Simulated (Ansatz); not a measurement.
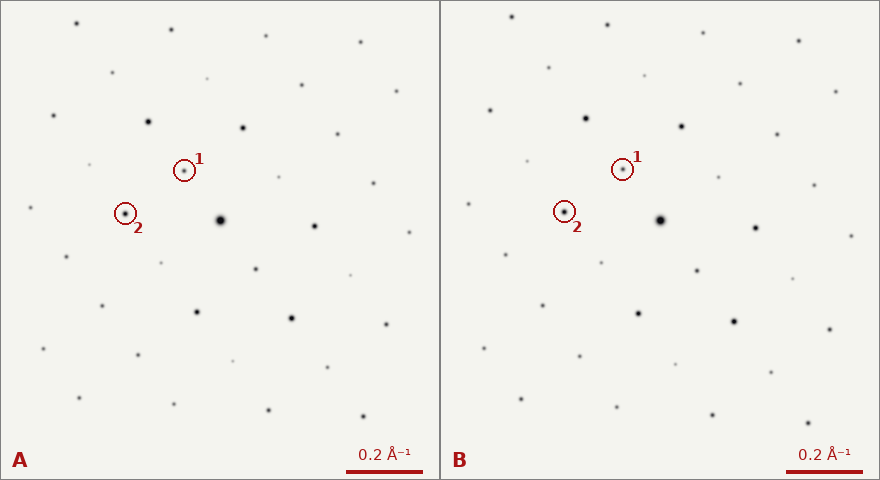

Kinematic electron diffraction patterns (200 kV, B = 0.5 Å², same scale) along [011] of the run's own cell, for the start and the end of one relaxation of Cs3KSb with Ansatz, DFT PBE, scalar-relativistic, plane waves, PAW. k mesh 6×6×4. The start is a generated model structure, and the relaxation ends in the nearest stationary point of its symmetry, not necessarily the ground state. Spot 1 is -1 0 0 and spot 2 is -1 -1 1 in both.

Start structure:

```
K Cs Sb
1.0
     6.21051    0.00000    0.00000
     0.00000    6.21051    0.00000
     0.00000    0.00000    9.41212
K Cs Sb
1 3 1
Direct
  0.00000 0.00000 0.80568
  0.50000 0.50000 0.05352
  0.00000 0.50000 0.46136
  0.50000 0.00000 0.46136
  0.50000 0.50000 0.67808
```

Which pattern belongs to the start structure, and which to the relaxed one?

A is the start: its cell gives d(1) = 6.211 Å, d(2) = 3.980 Å and an angle of 50.1°. B is the relaxed structure, with d(1) = 6.008 Å (-3.3 %), d(2) = 3.933 Å (-1.2 %) and 49.1°.

Summarise the relaxation behind the change.

The volume changed by +3.5 % to 75.14 Å³ an atom; with the mean shift removed, the atoms moved by up to 0.19 Å relative to the cell (Cs most); the space group stayed P4mm (No. 99); the free energy fell by 8 meV an atom. Relaxed cell: a = 6.008 Å, b = 6.008 Å, c = 10.410 Å, α = 90.00°, β = 90.00°, γ = 90.00°.
